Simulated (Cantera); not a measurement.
A closed system holds: 1 mol trisilylamine, 93 mol N₂, equilibrated at 0.113 Torr.

Cantera equilibrium calculation (NASA polynomials, part measured and part estimated; ideal gas, pure solids and liquids). Candidate condensed phases: Si, Si₃N₄; 18 gas species. The feed counts by its element totals alone. The tables' values for SiN are old estimates; treat these amounts as uncertain. Rates play no part.

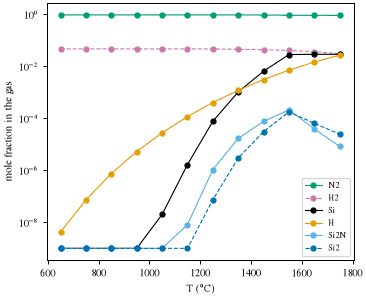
*Equilibrium gas composition (values under 1e-9 drawn at 1e-9)*

Q: Read off the mole fractions at 1350 °C.

A: N₂ about 0.95, H₂ about 0.045, H about 0.0012, Si about 0.0010, Si₂N about 1.7e-5, Si₂ about 3.0e-6.
